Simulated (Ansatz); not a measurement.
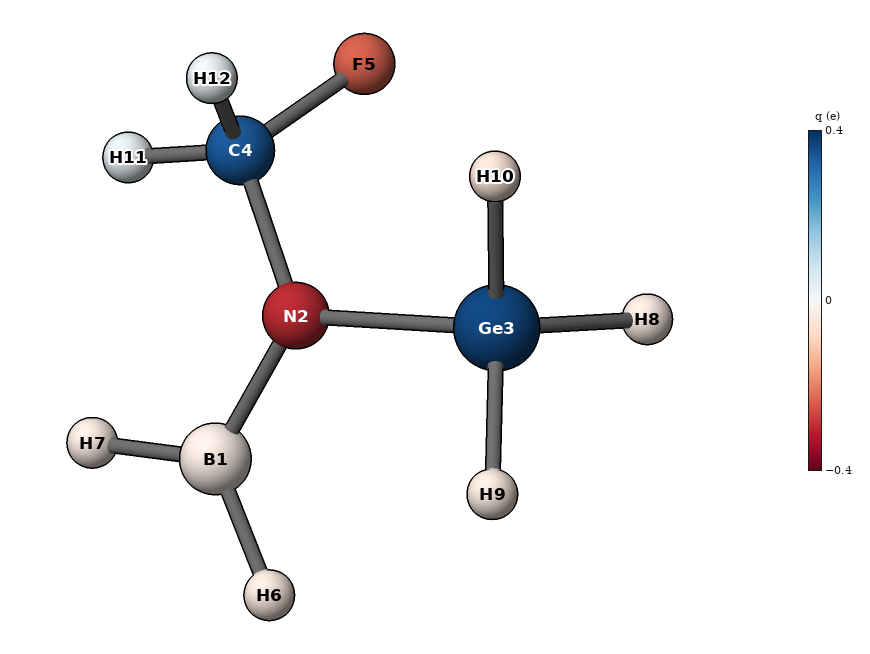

Atoms are coloured by their Mulliken charges. Computed geometry: PBE-D4/def2-SVP optimisation. No frequency run is at hand to confirm it as a minimum. Level of theory: RKS PBE-D4/def2-SVP (Ansatz 0.2.0).

List the Mulliken charges.

```json
{"atom": "B1", "value (e)": "−0.03"}
{"atom": "N2", "value (e)": "−0.29"}
{"atom": "Ge3", "value (e)": "0.36"}
{"atom": "C4", "value (e)": "0.34"}
{"atom": "F5", "value (e)": "−0.24"}
{"atom": "H6", "value (e)": "−0.04"}
{"atom": "H7", "value (e)": "−0.04"}
{"atom": "H8", "value (e)": "−0.04"}
{"atom": "H9", "value (e)": "−0.04"}
{"atom": "H10", "value (e)": "−0.05"}
{"atom": "H11", "value (e)": "0.03"}
{"atom": "H12", "value (e)": "0.03"}
```

Mulliken values depend strongly on the basis set and can even reverse the polarity of a bond.
